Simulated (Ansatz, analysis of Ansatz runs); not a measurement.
# Reproducing a measured vacancy formation: monovacancy in Pd

Subject: monovacancy in Pd. Wanted: its vacancy formation, in one set-up (PBE, 64-site cell, PBE lattice, 420 eV, k: 3x3x3 Gamma-centred, Fermi-Dirac 0.05 eV). The model is a cell of 64 host atoms with 1 Pd taken out. The formation energy is the energy of the cell with the vacancy less that of the same number of atoms in the perfect cell. This set-up takes another sampling or smearing than the usual one for this cell.

What was measured. Vacancy formation energy: 1.7 eV (quoted in “Nonuniversal structure of point defects in face-centered cubic metals”, 2021, Pui-Wai Ma and S. L. Dudarev, quoting earlier work (1991)). Vacancy formation energy: 1.85 eV (quoted in “Nonuniversal structure of point defects in face-centered cubic metals”, 2021, Pui-Wai Ma and S. L. Dudarev, quoting earlier work (1991)). The runs below try to reproduce this.

Program: Ansatz 0.2.0. Level of theory: plane-wave PAW DFT, PBE; relaxation of all atoms of a defect supercell. Results are calculated unless marked as measured.

### Step 1. The starting structure

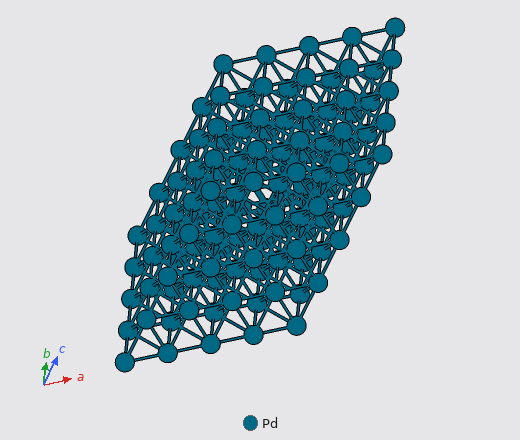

The starting structure, seen from a free direction (palladium blue). Some periodic images of atoms are drawn too.

The cell holds 63 atoms: 63 Pd. Cell: a = 11.151 Å, b = 11.151 Å, c = 11.151 Å, α = 60.0°, β = 60.0°, γ = 60.0°. It derives from Pd (space group Fm-3m). Nearest the centre at fractional (0.500, 0.500, 0.500): Pd31 at 2.79 Å, Pd28 at 2.79 Å, Pd27 at 2.79 Å, Pd45 at 2.79 Å, Pd42 at 2.79 Å, Pd43 at 2.79 Å, Pd40 at 2.79 Å, Pd58 at 2.79 Å.

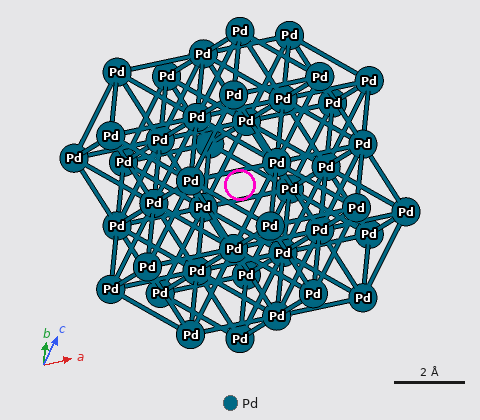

The atoms within 5 Å of the centre. A ring marks the centre wherever it is empty.

The host's primitive cell comes from a first run (plane-wave PAW DFT, PBE; relaxation of the host's cell and atoms): vectors of 2.788, 2.788 and 2.788 Å. That is 15.32 Å³ an atom, 3.9 % over the diffraction cell's volume. The supercell is built on it.

### Step 2. Relaxation, charge 0

Every later number rests on the structure around the defect, so the atoms are relaxed at the host's lattice first.

relax/input.yaml reads:

```yaml
relax:
  f_tol: 0.02
  max_steps: 80
  escape_saddle: false
crystal:
  lattice:
    - [0.0, 7.885037, 7.885037]
    - [7.885037, 0.0, 7.885037]
    - [7.885037, 7.885037, 0.0]
  atoms:
    - { symbol: Pd, position: [0.0, 0.0, 0.0] }
    - { symbol: Pd, position: [0.0, 0.0, 0.25] }
    - { symbol: Pd, position: [0.0, 0.0, 0.5] }
    - { symbol: Pd, position: [0.0, 0.0, 0.75] }
    - { symbol: Pd, position: [0.0, 0.25, 0.0] }
    - { symbol: Pd, position: [0.0, 0.25, 0.25] }
    - { symbol: Pd, position: [0.0, 0.25, 0.5] }
    - { symbol: Pd, position: [0.0, 0.25, 0.75] }
    - { symbol: Pd, position: [0.0, 0.5, 0.0] }
    - { symbol: Pd, position: [0.0, 0.5, 0.25] }
    - { symbol: Pd, position: [0.0, 0.5, 0.5] }
    - { symbol: Pd, position: [0.0, 0.5, 0.75] }
    - { symbol: Pd, position: [0.0, 0.75, 0.0] }
    - { symbol: Pd, position: [0.0, 0.75, 0.25] }
    - { symbol: Pd, position: [0.0, 0.75, 0.5] }
    - { symbol: Pd, position: [0.0, 0.75, 0.75] }
    - { symbol: Pd, position: [0.25, 0.0, 0.0] }
    - { symbol: Pd, position: [0.25, 0.0, 0.25] }
    - { symbol: Pd, position: [0.25, 0.0, 0.5] }
    - { symbol: Pd, position: [0.25, 0.0, 0.75] }
    - { symbol: Pd, position: [0.25, 0.25, 0.0] }
    - { symbol: Pd, position: [0.25, 0.25, 0.25] }
    - { symbol: Pd, position: [0.25, 0.25, 0.5] }
    - { symbol: Pd, position: [0.25, 0.25, 0.75] }
    - { symbol: Pd, position: [0.25, 0.5, 0.0] }
    - { symbol: Pd, position: [0.25, 0.5, 0.25] }
    - { symbol: Pd, position: [0.25, 0.5, 0.5] }
    - { symbol: Pd, position: [0.25, 0.5, 0.75] }
    - { symbol: Pd, position: [0.25, 0.75, 0.0] }
    - { symbol: Pd, position: [0.25, 0.75, 0.25] }
    - { symbol: Pd, position: [0.25, 0.75, 0.5] }
    - { symbol: Pd, position: [0.25, 0.75, 0.75] }
    - { symbol: Pd, position: [0.5, 0.0, 0.0] }
    - { symbol: Pd, position: [0.5, 0.0, 0.25] }
    - { symbol: Pd, position: [0.5, 0.0, 0.5] }
    - { symbol: Pd, position: [0.5, 0.0, 0.75] }
    - { symbol: Pd, position: [0.5, 0.25, 0.0] }
    - { symbol: Pd, position: [0.5, 0.25, 0.25] }
    - { symbol: Pd, position: [0.5, 0.25, 0.5] }
    - { symbol: Pd, position: [0.5, 0.25, 0.75] }
    - { symbol: Pd, position: [0.5, 0.5, 0.0] }
    - { symbol: Pd, position: [0.5, 0.5, 0.25] }
    - { symbol: Pd, position: [0.5, 0.5, 0.75] }
    - { symbol: Pd, position: [0.5, 0.75, 0.0] }
    - { symbol: Pd, position: [0.5, 0.75, 0.25] }
    - { symbol: Pd, position: [0.5, 0.75, 0.5] }
    - { symbol: Pd, position: [0.5, 0.75, 0.75] }
    - { symbol: Pd, position: [0.75, 0.0, 0.0] }
    - { symbol: Pd, position: [0.75, 0.0, 0.25] }
    - { symbol: Pd, position: [0.75, 0.0, 0.5] }
    - { symbol: Pd, position: [0.75, 0.0, 0.75] }
    - { symbol: Pd, position: [0.75, 0.25, 0.0] }
    - { symbol: Pd, position: [0.75, 0.25, 0.25] }
    - { symbol: Pd, position: [0.75, 0.25, 0.5] }
    - { symbol: Pd, position: [0.75, 0.25, 0.75] }
    - { symbol: Pd, position: [0.75, 0.5, 0.0] }
    - { symbol: Pd, position: [0.75, 0.5, 0.25] }
    - { symbol: Pd, position: [0.75, 0.5, 0.5] }
    - { symbol: Pd, position: [0.75, 0.5, 0.75] }
    - { symbol: Pd, position: [0.75, 0.75, 0.0] }
    - { symbol: Pd, position: [0.75, 0.75, 0.25] }
    - { symbol: Pd, position: [0.75, 0.75, 0.5] }
    - { symbol: Pd, position: [0.75, 0.75, 0.75] }
basis:
  ecutwfc: 420
  xc_grid: 2
hamiltonian:
  xc: pbe
kpoints:
  mp_grid: { grid: [3, 3, 3] }
scf:
  occupations: { method: fermi_dirac, width: 0.05 }
  max_iter: 120
output:
  forces: true
checkpoint:
  write: "../relax.run"
  compress: false
  write_wavefunctions: true
  write_every: 100000
```

On the command line:

```console
$ ansatz run input.yaml --threads 4 --pin off --max-ram 14131MiB --backend cpu --events-out ev --progress --plain --runs-dir out
```

Numbers of over 12 decimals in the logs are rounded to 6 here.

Output:

```text
[... repeated set-up lines and file paths are left out, and long positions are rounded to six places ...]
Engine: ansatz 0.2.0, aarch64-unknown-linux-gnu
Pseudopotentials: kind: paw
Pseudopotential: Pd, paw, valence charge 18, recommended cutoff 420 eV (normal), Pd.paw.azcp
Functional definition: PBE
  parameter kappa = 0.804
  parameter beta = 0.066725
  exchange = pbe_x(kappa = kappa, mu = beta*pi^2/3)
  correlation = pbe_c(beta = beta)
Crystal: 63 atoms, lattice volume = 980.486 Å³
Basis set: ecut = 420 eV, 19195 PW (Γ), exchange–correlation on 150×150×150 points (8 copies of the dense FFT grid, shifted against one another)
Bands: 681, of which v1, the nominal top of the filled ones, is band 567 counted from 1 (566 counted from 0)
Symmetry: 48 space group operations
Space group: Fm-3m (ITA 225), of the structure as read, at distance tolerance 9.9e-5 Å
k-points: 4 of 27
Non-local potential: Pd, projectors of the file, l = 0: 2, l = 1: 2, l = 2: 2, l = 3: 1
PAW form: soft (Blöchl's): semilocal exchange-correlation on the pseudo side does not see the compensation charge
PAW one-centre angular grid: Pd, 590 points (default); XC on 64 Gauss nodes
Initial density: superposition of atomic densities (neutral atoms: chi_scale 0, normalization atom), corrected by the library's trained network
Initial wavefunctions: pseudopotential atomic-orbital guess
Functional: x = pbe(κ = 0.804, μ = 0.219515), c = pbe(β = 0.066725)
SCF iter   1: F=—  HF=-439288.929417 eV  |F-HF|=—  |Δ(HF+E_count)|=         —  Δρ=5.35e-3  dr2=1.57e-1  ethr=1.77e-3  ⟨swp⟩=5.0  Hψ=9374  notcnv=0  defer=242
preconditioner: auto → Kerker (q_TF=auto, 2.795 Å⁻¹)  [metal: Δε(μ)=0.008 eV  Ē_g=8.167 eV  σ=0.050 eV  W_gap=0.04  n_scr=338 (ndim 8)  ℏωp=29.8 eV  f_vac=0.007  D(μ)=161.07/eV (n_scr^D=2732)]
SCF iter   2: F=—  HF=-439288.934079 eV  |F-HF|=—  |Δ(HF+E_count)|=   4.66e-3  Δρ=2.74e-3  dr2=4.63e-2  ethr=1.38e-5  ⟨swp⟩=1.5  Hψ=3138  notcnv=0  defer=325
SCF iter   3: F=—  HF=-439288.937872 eV  |F-HF|=—  |Δ(HF+E_count)|=   3.79e-3  Δρ=3.07e-4  dr2=4.26e-3  ethr=4.08e-6  ⟨swp⟩=2.0  Hψ=2986  notcnv=0  defer=325
SCF iter   4: F=—  HF=-439288.940070 eV  |F-HF|=—  |Δ(HF+E_count)|=   2.20e-3  Δρ=1.29e-4  dr2=7.02e-4  ethr=3.76e-7  ⟨swp⟩=2.0  Hψ=3189  notcnv=0  defer=325
SCF iter   5: F=—  HF=-439288.940089 eV  |F-HF|=—  |Δ(HF+E_count)|=   1.89e-5  Δρ=5.64e-5  dr2=1.22e-4  ethr=6.19e-8  ⟨swp⟩=2.0  Hψ=3595  notcnv=0  defer=325
SCF iter   6: F=—  HF=-439288.940095 eV  |F-HF|=—  |Δ(HF+E_count)|=   5.38e-6  Δρ=2.98e-5  dr2=2.37e-5  ethr=1.07e-8  ⟨swp⟩=2.0  Hψ=3469  notcnv=0  defer=325
SCF iter   7: F=-439288.940095 eV  HF=-439288.940097 eV  |F-HF|=1.83e-6  |Δ(HF+E_count)|=   2.24e-6  Δρ=1.20e-5  dr2=4.22e-6  ethr=8.82e-10  ⟨swp⟩=3.0  Hψ=6265  notcnv=0
SCF 1 converged in 7 iterations: F = -439288.940095 eV  dr2 = 4.22e-6
  greatest PAW one-centre occupation: 0.999 electrons in one spin orbital (limit 2), on the Pd atom at site 40 (counted from 0), in its partial waves of l = 0
relax step   1: F+E_penalty+E_count = -439288.94009513 eV  Δ(F+E_penalty+E_count) = +0.000e0 eV  max|allowed force component| = 2.476e-1 eV/Å  Δτ_max = 0.0000 Å  (7 SCF iters, dr2 threshold 1.00e-5 eV, accepted)
[... the SCF cycles and remarks between the steps are left out from here to the last step ...]
relax step   2: F+E_penalty+E_count = -439289.04941101 eV  Δ(F+E_penalty+E_count) = -1.093e-1 eV  max|allowed force component| = 1.041e-1 eV/Å  Δτ_max = 0.0632 Å  (7 SCF iters, dr2 threshold 3.83e-6 eV, accepted)
relax step   3: F+E_penalty+E_count = -439289.05924488 eV  Δ(F+E_penalty+E_count) = -9.834e-3 eV  max|allowed force component| = 3.261e-3 eV/Å  Δτ_max = 0.0115 Å  (7 SCF iters, dr2 threshold 6.77e-7 eV, accepted)
iter 1 solved again at ethr=2.68e-12 eV; its pass at ethr=3.10e-3 eV (dr2=3.04e-8 eV) is discarded
SCF iter   1: F=—  HF=-439289.059250 eV  |F-HF|=—  |Δ(HF+E_count)|=         —  Δρ=1.37e-6  dr2=2.89e-8  ethr=2.68e-12  ⟨swp⟩=1.0  Hψ=7535  notcnv=0  defer=293
iter 2 did not close the SCF: its close was put off for the readings that it lacked (scf_convergence_deferred on its scf_iter line)
SCF iter   2: F=-439289.059245 eV  HF=-439289.059245 eV  |F-HF|=8.21e-9  |Δ(HF+E_count)|=   5.23e-6  Δρ=7.92e-7  dr2=1.28e-8  ethr=2.55e-12  ⟨swp⟩=1.0  Hψ=2390  notcnv=0  defer=293
iter 3 did not close the SCF: its close was put off for the readings that it lacked (scf_convergence_deferred on its scf_iter line)
SCF iter   3: F=-439289.059245 eV  HF=-439289.059245 eV  |F-HF|=2.62e-9  |Δ(HF+E_count)|=  5.82e-11  Δρ=2.38e-7  dr2=3.42e-9  ethr=1.13e-12  ⟨swp⟩=2.0  Hψ=3258  notcnv=0  defer=293
iter 4 did not close the SCF: its close was put off for the readings that it lacked (scf_convergence_deferred on its scf_iter line)
SCF iter   4: F=-439289.059245 eV  HF=-439289.059245 eV  |F-HF|=7.57e-10  |Δ(HF+E_count)|=  5.82e-11  Δρ=8.92e-8  dr2=7.93e-10  ethr=1.00e-12  ⟨swp⟩=1.0  Hψ=2390  notcnv=0  defer=293
iter 5 did not close the SCF: its close was put off for the readings that it lacked (scf_convergence_deferred on its scf_iter line)
SCF iter   5: F=-439289.059245 eV  HF=-439289.059245 eV  |F-HF|=1.16e-10  |Δ(HF+E_count)|=  1.16e-10  Δρ=6.16e-8  dr2=1.32e-10  ethr=1.00e-12  ⟨swp⟩=1.0  Hψ=2390  notcnv=0  defer=293
SCF iter   6: F=-439289.059245 eV  HF=-439289.059245 eV  |F-HF|=1.16e-10  |Δ(HF+E_count)|=  5.82e-11  Δρ=2.67e-8  dr2=1.24e-11  ethr=1.00e-12  ⟨swp⟩=1.0  Hψ=5130  notcnv=0
SCF 4 converged in 6 iterations: F = -439289.059245 eV  dr2 = 1.24e-11
relax step   4: F+E_penalty+E_count = -439289.05924490 eV  Δ(F+E_penalty+E_count) = -1.909e-8 eV  max|allowed force component| = 3.252e-3 eV/Å  Δτ_max = 0.0000 Å  (6 SCF iters, accepted)
NSCF: frozen V_eff on 4 k-points
the band table was solved once a step of the walk had ended and its energy, with any forces and stress, was formed, with the checks that follow a solve (7930 applications of the Hamiltonian). They found nothing against the state; [...]
SCF converged after 6 iterations
Free energy (F): -439289.059245 eV
Harris-Foulkes:  -439289.059245 eV  (|F-HF|=1.16e-10)
Internal energy: -439287.782311 eV  (E = F + TS)
E sigma→0 (E₀):  -439288.420778 eV
Entropy (-TS):   -1.276934 eV (-20.269 meV/atom)
Fermi energy:    18.411481 eV
--- Per-component energies (eV) ---
  E_band       = -9992.375958
  E_kinetic    = 32315.993621
  E_local      = -116498.132860  (includes V_loc(G=0)·N_el)
  E_nonlocal   = 13681.977529
  E_hartree    = 47281.741995
  E_xc         = -10609.089706
  E_vxc        = -13308.410060  (∫ρ·V_xc dr)
  E_paw        = -236260.663280  (= ΣΔE_a)
  E_vpaw       = -20747.300959  (= ΣTr[D̂ρ^β])
  E_aug_tail   = 0.012493  (compensation charges beyond the density's cutoff)
  E_ewald      = -169199.622102
  E_smearing   = -1.276934  (= −TS)
  E_closure    = 0.000000  (closes the sum)
  Σ components = -439289.059245   (vs F -439289.059245, Δ=0.00e0)
--- Forces (eV/Å), atoms counted from 1 ---
  atom   1  Pd    -0.00000000    -0.00000000    -0.00000000
  atom   2  Pd     0.00309217     0.00309217     0.00000000
  [... 24 atoms left out ...]
  atom  27  Pd     0.00000000     0.00035240     0.00035240
  atom  28  Pd    -0.00035240     0.00000000     0.00035240
  [... 2 atoms left out ...]
  atom  31  Pd    -0.00035240     0.00035240     0.00000000
  [... 7 atoms left out ...]
  atom  39  Pd     0.00035240    -0.00000000     0.00035240
  atom  40  Pd    -0.00000000    -0.00035240     0.00035240
  [... 1 atom left out ...]
  atom  42  Pd     0.00035240     0.00035240    -0.00000000
  atom  43  Pd    -0.00035240    -0.00035240     0.00000000
  [... 1 atom left out ...]
  atom  45  Pd     0.00000000     0.00035240    -0.00035240
  [... 8 atoms left out ...]
  atom  54  Pd     0.00035240    -0.00035240     0.00000000
  [... 2 atoms left out ...]
  atom  57  Pd     0.00035240    -0.00000000    -0.00035240
  [... 6 atoms left out ...]
  max |Σ_I F_I| component: 5.96e-18 eV/Å
--- Band table (eV) ---
  k-point 0: bands = ["-65.5826", "-65.5661", "-65.5650", "-65.5650", [... 673 left out ...] "29.7997", "29.7997", "29.7997", "30.6575"]
  k-point 1: bands = ["-65.5814", "-65.5694", "-65.5648", "-65.5648", [... 673 left out ...] "29.6573", "29.6573", "29.6762", "29.7126"]
  [... further k-points left out ...]
--- Relaxed structure (4 steps of the walk, 4 accepted, 0 SCFs on fresh bases) ---
  F+E_penalty+E_count = -439289.05924490 eV   max|allowed force component| = 3.252e-3 eV/Å
  atoms:
    - { symbol: Pd, position: [-1.294257473744065e-19, 0, 0] }
    - { symbol: Pd, position: [0, 0, 0.250146] }
    [... 24 atoms left out ...]
    - { symbol: Pd, position: [0.254641, 0.5, 0.5] }
    - { symbol: Pd, position: [0.254641, 0.5, 0.745359] }
    [... 2 atoms left out ...]
    - { symbol: Pd, position: [0.254641, 0.745359, 0.5] }
    [... 7 atoms left out ...]
    - { symbol: Pd, position: [0.5, 0.254641, 0.5] }
    - { symbol: Pd, position: [0.5, 0.254641, 0.745359] }
    [... 1 atom left out ...]
    - { symbol: Pd, position: [0.5, 0.5, 0.254641] }
    - { symbol: Pd, position: [0.5, 0.5, 0.745359] }
    [... 1 atom left out ...]
    - { symbol: Pd, position: [0.5, 0.745359, 0.254641] }
    [... 8 atoms left out ...]
    - { symbol: Pd, position: [0.745359, 0.254641, 0.5] }
    [... 2 atoms left out ...]
    - { symbol: Pd, position: [0.745359, 0.5, 0.254641] }
    [... 6 atoms left out ...]
```

It took 4 min on 4 threads of Arm Neoverse V2, shared host; peak memory 11 GiB.

Relaxation path:

| step | energy less that of the first step (eV) | largest force component (eV/Å) |
| --- | --- | --- |
| 1 | 0.0000 | 0.2476 |
| 2 | -0.1093 | 0.1041 |
| 3 | -0.1191 | 0.0033 |
| 4 | -0.1191 | 0.0033 |

The run keeps the 48 symmetry operations that it works with, so distortions that break them were not tested.

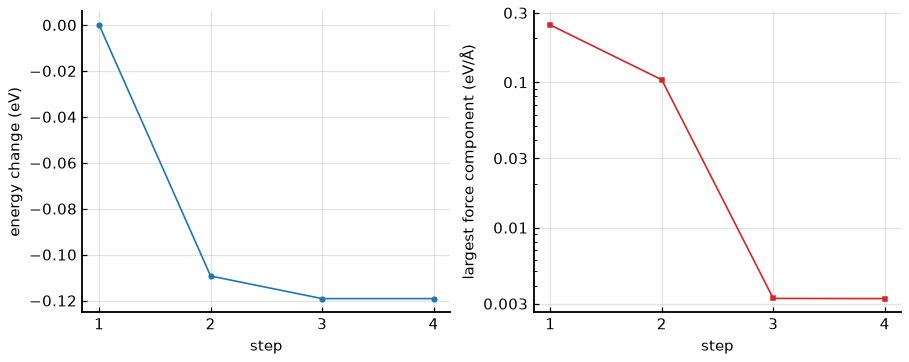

Energy and largest force along the relaxation.

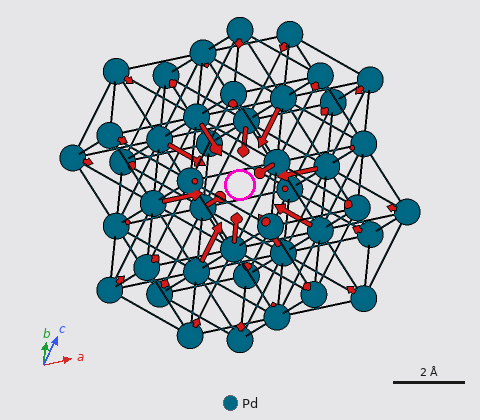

Displacements in the relaxation near the centre, exaggerated; the longest in the cell stands for 0.05 Å. A ring marks the centre wherever it is empty.

The atoms that moved most (Å):

| atom | dx | dy | dz | length |
| --- | --- | --- | --- | --- |
| Pd31 | -0.037 | 0.037 | 0.000 | 0.052 |
| Pd28 | -0.037 | 0.000 | 0.037 | 0.052 |
| Pd27 | 0.000 | 0.037 | 0.037 | 0.052 |
| Pd45 | 0.000 | 0.037 | -0.037 | 0.052 |
| Pd42 | 0.037 | 0.037 | 0.000 | 0.052 |
| Pd43 | -0.037 | -0.037 | 0.000 | 0.052 |
| Pd40 | 0.000 | -0.037 | 0.037 | 0.052 |
| Pd58 | 0.000 | -0.037 | -0.037 | 0.052 |

The atoms nearest to the centre after the run:

| atom | distance (Å) |
| --- | --- |
| Pd31 | 2.736 |
| Pd28 | 2.736 |
| Pd27 | 2.736 |
| Pd45 | 2.736 |
| Pd42 | 2.736 |
| Pd43 | 2.736 |
| Pd40 | 2.736 |
| Pd58 | 2.736 |
| Pd54 | 2.736 |
| Pd57 | 2.736 |
| Pd46 | 2.736 |
| Pd39 | 2.736 |

Numbers from this step:

* free energy: -439289.0592 eV
* smearing term TS: 1.277 eV

The relaxation ends 1.9 meV an atom lower, with a largest force component of 0.0033 eV/Å.

### Step 3. Defect-free supercell

The perfect cell is run with the same cutoff and k-points as the defect cell, so that sampling errors largely cancel in the difference.

This step: plane-wave PAW DFT, PBE; single point of the defect-free supercell.

System of this step: The cell holds 64 atoms: 64 Pd. Its edges and angles: a = 11.151 Å, b = 11.151 Å, c = 11.151 Å, α = 60.0°, β = 60.0°, γ = 60.0°.

host/input.yaml reads:

```yaml
crystal:
  lattice:
    - [0.0, 7.8850370006, 7.8850370006]
    - [7.8850370006, 0.0, 7.8850370006]
    - [7.8850370006, 7.8850370006, 0.0]
  atoms:
    - { symbol: Pd, position: [0.0, 0.0, 0.0] }
    - { symbol: Pd, position: [0.0, 0.0, 0.25] }
    - { symbol: Pd, position: [0.0, 0.0, 0.5] }
    - { symbol: Pd, position: [0.0, 0.0, 0.75] }
    - { symbol: Pd, position: [0.0, 0.25, 0.0] }
    - { symbol: Pd, position: [0.0, 0.25, 0.25] }
    - { symbol: Pd, position: [0.0, 0.25, 0.5] }
    - { symbol: Pd, position: [0.0, 0.25, 0.75] }
[... 50 atom lines left out ...]
    - { symbol: Pd, position: [0.75, 0.5, 0.5] }
    - { symbol: Pd, position: [0.75, 0.5, 0.75] }
    - { symbol: Pd, position: [0.75, 0.75, 0.0] }
    - { symbol: Pd, position: [0.75, 0.75, 0.25] }
    - { symbol: Pd, position: [0.75, 0.75, 0.5] }
    - { symbol: Pd, position: [0.75, 0.75, 0.75] }
basis:
  ecutwfc: 420
  xc_grid: 2
hamiltonian:
  xc: pbe
kpoints:
  mp_grid: { grid: [3, 3, 3] }
scf:
  occupations: { method: fermi_dirac, width: 0.05 }
  max_iter: 120
output:
  forces: true
```

Output:

```text
[...]
Crystal: 64 atoms, lattice volume = 980.486 Å³
Basis set: ecut = 420 eV, 19195 PW (Γ), exchange–correlation on 150×150×150 points (8 copies of the dense FFT grid, shifted against one another)
Bands: 640, of which v1, the nominal top of the filled ones, is band 576 counted from 1 (575 counted from 0)
Symmetry: 3072 space group operations
[...]
k-points: 4 of 27
[...]
SCF iter   1: F=—  HF=-446263.174412 eV  |F-HF|=—  |Δ(HF+E_count)|=         —  Δρ=4.82e-3  dr2=5.45e-2  ethr=1.77e-3  ⟨swp⟩=5.0  Hψ=8702  notcnv=0  defer=89
[...]
SCF iter   6: F=-446263.188366 eV  HF=-446263.188366 eV  |F-HF|=1.50e-8  |Δ(HF+E_count)|=   3.71e-7  Δρ=2.93e-6  dr2=6.60e-8  ethr=8.51e-11  ⟨swp⟩=3.0  Hψ=5800  notcnv=0
SCF 1 converged in 6 iterations: F = -446263.188366 eV  dr2 = 6.60e-8
[...]
SCF converged after 6 iterations
Free energy (F): -446263.188366 eV
[...]
Internal energy: -446261.882740 eV  (E = F + TS)
E sigma→0 (E₀):  -446262.535553 eV
Entropy (-TS):   -1.305626 eV (-20.400 meV/atom)
Fermi energy:    18.798550 eV
[...]
```

Run time: 42 s. Hardware: 4 threads; peak memory 8.4 GiB; 2.8 min of CPU time.

In the SCF lines HF is the Harris–Foulkes energy and dr2 the Hartree energy of the density residual, in eV; the loop may stop once dr2 is under the threshold and the program's other checks hold. Hψ counts applications of the Hamiltonian.

This step gave:

- free energy: -446263.1884 eV
- smearing term TS: 1.306 eV

### Step 4. Outcome

```json
{
  "energy gained by relaxing the atoms": "0.12 eV",
  "vacancy formation energy at fixed volume, 0 K": "1.26 eV",
  "time of the whole chain": "4.7 min on 4 threads"
}
```

**Reading.** Vacancy formation energy: computed 1.26 eV, measured 1.7 eV and 1.85 eV; 0.44 eV below the nearest measurement. The calculation is for 0 K; measured enthalpies come from near the melting point and hold vibrational and anharmonic parts. Semilocal functionals misjudge the energy of a vacancy's internal surface; LDA and PBEsol usually give larger values than PBE.

[Logs are printed without paths, hosts, clocks, repeated set-up lines and the standing remarks that a program may print on its own settings, such as how far it seeks lower states.]

[Hosts, paths, dates, database ids (printed as entryN), source tags and the programs' standing remarks are cut or masked in the printed files.]

[For some hosts the program warned that the k-mesh of the response run may be too coarse for force constants and the static dielectric constant; such warnings are not shown here.]
